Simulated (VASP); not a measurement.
Given:

```yaml
crystal:
  lattice:
    - [0.00000, 2.72283, 2.72283]
    - [2.72283, 0.00000, 2.72283]
    - [2.72283, 2.72283, 0.00000]
  atoms:
    - { symbol: Ca, position: [0.00000, 0.00000, 0.00000] }
    - { symbol: F, position: [0.25000, 0.25000, 0.25000] }
    - { symbol: F, position: [0.75000, 0.75000, 0.75000] }
```

Level of theory: SCAN meta-GGA, VASP's PBE PAW potentials (set 64) (plane waves; VASP 6.6.1). Settings: 520 eV cut-off, 8×8×8 Γ-centred mesh, tetrahedra with Blöchl corrections, potentials Ca_sv F.

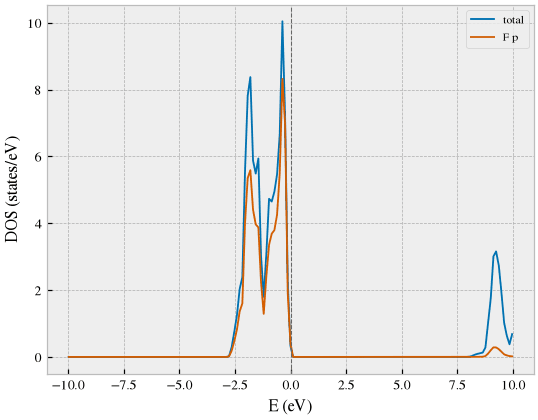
Total and projected density of states, zero at the valence-band maximum

Within 2 eV below the valence-band maximum the largest weight inside VASP's projection spheres is F p.

The gap is indirect, 7.93 eV, from the valence maximum at X to the conduction minimum at Γ.

The compound is CaF2 in the fluorite structure. It was relaxed first.
